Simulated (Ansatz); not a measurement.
## Single-point calculation of Ge$_{2}$H$_{2}$ (charge +3)

- system: Ge$_{2}$H$_{2}$, charge +3, multiplicity 2
- method: UKS LC-wPBE/cc-pVTZ (Ansatz 0.2.0)

Some settings of this run were made unusual or wrong on purpose. The geometry comes from this level: r2SCAN-D4/def2-TZVP.

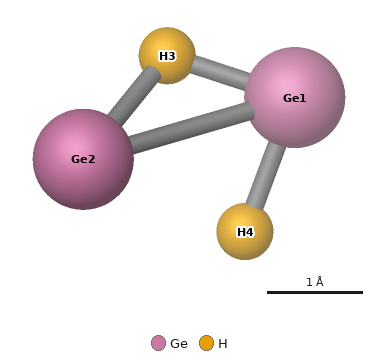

The input geometry (ball-and-stick view, seen at a tilt; atoms are numbered from 1 in the order of the input). Sticks mark near contacts.

**The input**
```yaml
crystal:
  periodic: [false, false, false]
  atoms:
    - {symbol: Ge, position_ang: [0.455528, 0.460212, -0.915986]}
    - {symbol: Ge, position_ang: [0.032371, -0.671382, 1.259543]}
    - {symbol: H, position_ang: [0.433918, 0.769333, 0.463087]}
    - {symbol: H, position_ang: [-0.826883, -0.319687, -0.694335]}
basis:
  gaussian: {orbitals: cc-pVTZ, fitting: {mean_field: cc-pVTZ-jkfit}, nuclear_model: gaussian}
total_charge: 3
magnetization: {spin_polarized: true, initial_magnetization: 1}
hamiltonian: {xc: {name: LC-wPBE}}
scf: {omitted_lower_state_checks: [starts]}
```

Launch command:
```bash
ansatz run in.yaml --threads 4 --pin off --events-out ev --progress --plain --max-ram 3916MiB
```

**Output**
```
Functional definition: LC-wPBE
  name "LC-wPBE"
  cite "Vydrov & Scuseria, J. Chem. Phys. 125, 234109 (2006) doi:10.1063/1.2409292"
  cite "Heyd & Scuseria, J. Chem. Phys. 120, 7274 (2004) doi:10.1063/1.1668634"
  cite "Ernzerhof & Perdew, J. Chem. Phys. 109, 3313 (1998) doi:10.1063/1.476928"
  cite "Perdew, Burke & Ernzerhof, Phys. Rev. Lett. 77, 3865 (1996) doi:10.1103/PhysRevLett.77.3865"
  parent pbe
  parameter omega = 0.4/bohr
  exchange = pbe_x_sr(omega) + exact_x_lr(omega)
  correlation = pbe_c
these checks for a lower state are left out or cut short: starts
474 factors; integrals over basis functions are off by at most 7.1e-1 eV
474 factors; integrals over basis functions are off by at most 1.7e-4 eV
mean field evaluation 1: about -113005.1225 eV, gradient 1.9e1 eV
mean field evaluation 2: about -113007.4820 eV, gradient 7.7e0 eV
mean field evaluation 4: about -113007.8687 eV, gradient 1.3e0 eV
mean field evaluation 8: about -113007.9766 eV, gradient 1.0e-1 eV
mean field evaluation 16: about -113007.9860 eV, gradient 6.3e-4 eV
mean field -113007.98599557 eV, -4152.9668857731 hartree, gradient 4.9e-5 eV, S^2 0.764555; 0 other end points of the search recorded, 0 dependent functions left out
reference -113007.98599558 eV, -4152.9668857734 hartree; 32, 31 occupied and 82, 83 virtual orbitals, 474 factors
Total energy: -113007.98599558 eV, -4152.9668857734 hartree
Checks for a lower state left out: starts
```

**What the run reported**

```tsv
quantity	value
outcome	converged
total energy	−113007.9860 eV
⟨S²⟩	0.765
SCF solution under orbital rotations	stable
hardware	4 threads of Arm Neoverse V2, 23 GiB of memory available, shared host
wall time	1.6 s (CPU time 5.8 s)
peak memory	0.28 GiB
```

The input was spoiled on purpose: charge. The run converged all the same; its numbers are those of the faulty input and shouldn't be used.
